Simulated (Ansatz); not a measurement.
The structure below was relaxed with PBEsol/PAW in Ansatz (a quantum-chemistry and plane-wave program), scalar-relativistic without spin-orbit coupling.

```yaml
crystal:
  lattice:
    - [4.77757, 0.00000, 0.00000]
    - [0.00000, 5.62412, 0.00000]
    - [0.00000, 0.00000, 3.62646]
  atoms:
    - { symbol: Ir, position: [0.00000, 0.00000, 0.00000] }
    - { symbol: Ir, position: [0.50000, 0.50000, 0.50000] }
    - { symbol: S, position: [0.23146, 0.36637, 0.00000] }
    - { symbol: S, position: [0.73146, 0.13363, 0.50000] }
    - { symbol: S, position: [0.26854, 0.86637, 0.50000] }
    - { symbol: S, position: [0.76854, 0.63363, 0.00000] }
```

Problem. Find the space group and the Wyckoff positions.

Solution. Space group Pnnm (No. 58); a = 4.7776 Å, b = 5.6241 Å, c = 3.6265 Å, α = β = γ = 90.00°

```json
[
 {"atom": "Ir", "site": "2a", "symmetry": "..2/m", "x": "0.0000", "y": "0.0000", "z": "0.0000"},
 {"atom": "S", "site": "4g", "symmetry": "..m", "x": "0.2315", "y": "0.3664", "z": "0.0000"}
]
```

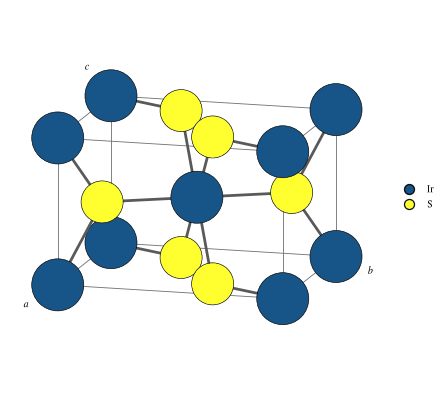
Fig. 1. The conventional cell

Whether these cells are dynamically stable was not tested. The final runs are not spin-polarised. The cell was made from FeS2 by this change: Fe → Ir; the result is a hypothetical phase, not in the database extracts checked. IrS2 has a high density of states at the Fermi level and may be magnetic at this level.
